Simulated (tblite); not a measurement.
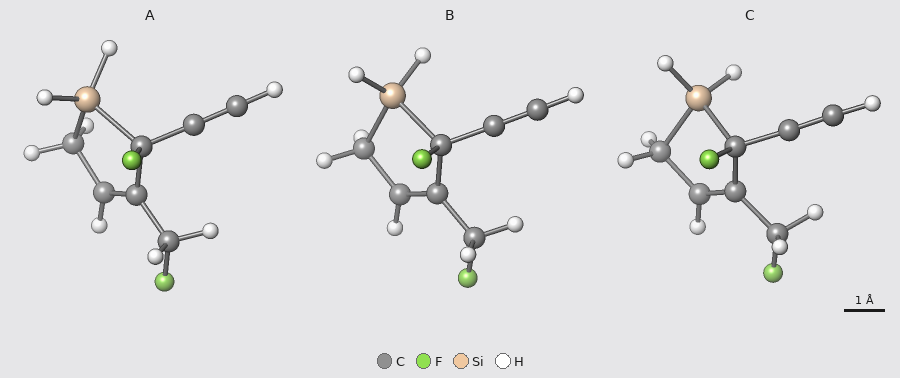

3 geometries from one relaxation of C7H8F2Si, in shuffled order. A ball-and-stick model, seen at a tilt.

All numbers below come from GFN2-xTB geometry optimisation, gas phase (tblite 0.8.0). 

Order the frames from highest to lowest energy.

C, B, A. They are steps 0, 54, 92, at +13.6 kcal/mol, +0.77 kcal/mol relative to the last. Over 92 geometry steps the energy falls by 13.6 kcal/mol. The atom that moves furthest after the best rigid fit is an H atom (1.31 Å). Largest moves by element: H 1.31 Å, C 0.73 Å, F 0.59 Å, Si 0.46 Å. Some distances before and after: C–Si 1.864 → 1.945 Å, C–H 1.128 → 1.080 Å, C–C 1.284 → 1.325 Å, C–C 1.477 → 1.512 Å. Among the angles between lasting bonds that change: F–C–H 115.7° → 107.0°, Si–C–H 105.4° → 114.0°, C–C–H 103.4° → 110.8°. Groups turn about C–Si by about 45°, C–Si by about 40°, C–C by about 35°. Cost: 1.2 s on 1 thread of Intel(R) Xeon(R) Processor @ 2.70GHz, on a shared host.
